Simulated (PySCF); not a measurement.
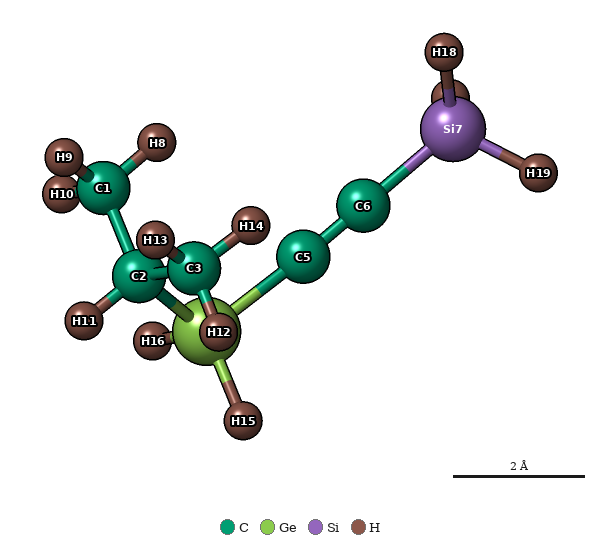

The structure as given in the input (ball-and-stick view, seen at a tilt; atoms are numbered from 1 in the order of the input). Sticks mark near contacts.

**Excited-state calculation of C₅H₁₂GeSi**

The run: excited-state calculation of C₅H₁₂GeSi. Method and program: TDDFT CAM-B3LYP/def2-SVPD, vertical, gas phase, core orbitals frozen in the response (PySCF 2.14.0).

The geometry comes from this level: PBE0-D3(BJ)/def2-SVP. It belongs to a series of runs on one base structure; here: constitutional isomer.

## The program's output
```
coarse grid: 69392 points
cycle   1  E = -2563.6506384430  dE = -2.505e-01  |g| = 5.395e-01  |ddm| = 7.447e+00
cycle   2  E = -2563.6648776510  dE = -1.424e-02  |g| = 5.201e-01  |ddm| = 1.914e+00
cycle   3  E = -2563.7072613837  dE = -4.238e-02  |g| = 3.605e-02  |ddm| = 7.944e-01
cycle   4  E = -2563.7074340484  dE = -1.727e-04  |g| = 2.407e-02  |ddm| = 1.224e-01
cycle   5  E = -2563.7075595036  dE = -1.255e-04  |g| = 1.014e-02  |ddm| = 5.071e-02
cycle   6  E = -2563.7075842182  dE = -2.471e-05  |g| = 1.966e-03  |ddm| = 2.283e-02
cycle   7  E = -2563.7075851964  dE = -9.783e-07  |g| = 4.394e-04  |ddm| = 4.848e-03
final grid: 145472 points
cycle   8  E = -2563.7075879554  dE = -3.926e-08  |g| = 4.893e-04  |ddm| = 6.507e-03
cycle   9  E = -2563.7075879118  dE =  4.353e-08  |g| = 6.495e-04  |ddm| = 1.717e-03
cycle  10  E = -2563.7075880167  dE = -1.048e-07  |g| = 1.071e-04  |ddm| = 9.464e-04
cycle  11  E = -2563.7075880195  dE = -2.874e-09  |g| = 1.217e-05  |ddm| = 1.929e-04
cycle  12  E = -2563.7075880196  dE = -6.094e-11  |g| = 5.011e-06  |ddm| = 5.025e-05
```

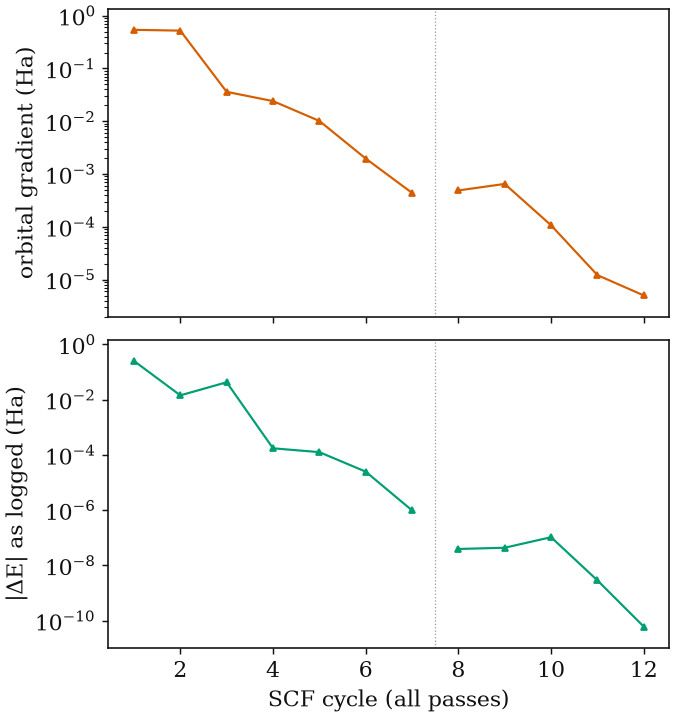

Convergence of the self-consistent field: orbital gradient and size of the energy change against the SCF cycle. The dotted line marks the change from a coarse to the final integration grid. The first 7 cycles use a coarse grid, the final grid takes over at cycle 8, and the field converges after 12 cycles in all.

```
converged SCF energy = -2563.7075880196

Static polarisability (au): isotropic 119.988, principal 101.206 109.612 149.145

Singlet excitations
state   eV       nm        f      main configurations
  1   5.5994    221.4   0.00001   H-1->L 0.42, H->L+1 0.32, H-2->L+1 0.10
  2   5.8399    212.3   0.00125   H-1->L+1 0.43, H->L 0.35, H-2->L 0.08
  3   5.8416    212.2   0.00002   H->L+1 0.40, H-1->L 0.36, H-2->L+1 0.11
  4   7.2256    171.6   0.23989   H->L 0.45, H->L+2 0.22, H-2->L 0.16
  5   7.4227    167.0   0.16357   H->L+2 0.56, H-2->L 0.11
  6   7.4447    166.5   0.00000   H-1->L+2 0.79
  7   7.6452    162.2   0.00842   H-2->L+1 0.69, H->L+1 0.21
  8   7.8692    157.6   0.14965   H->L+3 0.47, H->L+6 0.14
  9   7.9776    155.4   0.62984   H->L+6 0.22, H-2->L 0.18, H-1->L+1 0.15
 10   8.1380    152.4   0.01457   H-1->L+3 0.70

Triplet excitations (Tamm-Dancoff, eV): 4.6277 5.0532 5.0554 5.6300
Vertical ionisation energy (delta-SCF) = 9.6169 eV
```

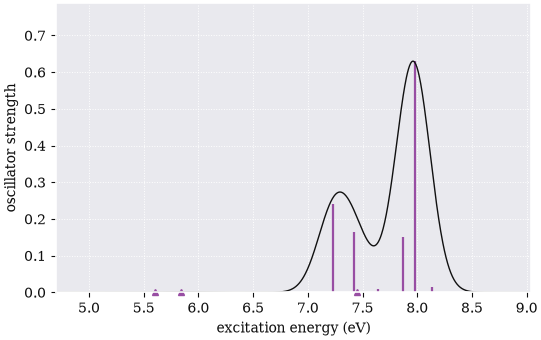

Computed excitations as sticks (degenerate states added up, dark ones marked on the axis), with a Gaussian envelope of 0.35 eV full width at half maximum, scaled to the tallest. Of the 10 states the lowest lies at 5.60 eV (f = 0.000); the strongest line is at 7.98 eV, or 155 nm (f = 0.630).

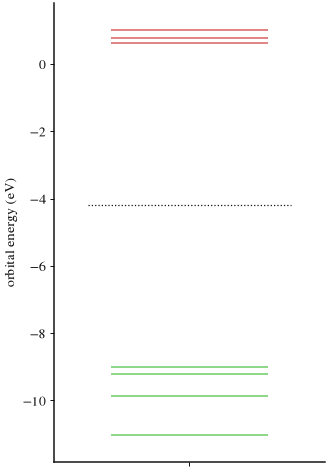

Orbital energies near the frontier; the dotted line parts filled from empty levels, and levels within 0.02 eV of each other stand side by side. Highest filled −9.01 eV, lowest empty 0.63 eV, 9.64 eV apart.

This output came from the following input.

## The input
```
{"job": {"kind": "uv", "xc": "CAM-B3LYP", "basis": "def2-SVPD", "ip": true, "dynamic": true}, "charge": 0, "multiplicity": 1}
C     -1.619962     1.361850    -0.596710
C     -1.808295    -0.141451    -0.420623
C     -1.958090    -0.536260     1.044815
Ge    -0.323307    -1.125203    -1.254564
C      1.280275    -0.614879    -0.347713
C      2.267941    -0.237533     0.270438
Si     3.745907     0.329625     1.191950
H     -0.699536     1.706847    -0.097778
H     -2.463676     1.916868    -0.153381
H     -1.551975     1.651330    -1.656892
H     -2.710207    -0.459268    -0.973718
H     -2.116674    -1.618579     1.170969
H     -2.818192    -0.019682     1.503212
H     -1.061332    -0.260218     1.623212
H     -0.488622    -2.648310    -1.102340
H     -0.157426    -0.759690    -2.740876
H      4.716696     0.961812     0.251294
H      3.337069     1.330383     2.221224
H      4.398300    -0.830055     1.867266
```

The first line tells a small driver script what to run in PySCF; the rest is the geometry in Å.

Launch command:
```bash
OMP_NUM_THREADS=1 python <driver script> task.json out
```

## Results in brief

| quantity | value |
| --- | --- |
| outcome | converged |
| total energy | −2563.707588 hartree |
| HOMO | −9.01 eV |
| LUMO | 0.63 eV |
| dipole moment | 1.26 D |
| mean polarisability | 119.99 a.u. |
| vertical ionisation energy | 9.62 eV |
| lowest singlet excitation | 5.60 eV |
| hardware | 1 CPU thread, shared host |
| wall time | 6.1 min |
| peak memory | 1.5 GiB |

## Remarks

Spin–orbit coupling is left out, which matters for the heavy atoms.
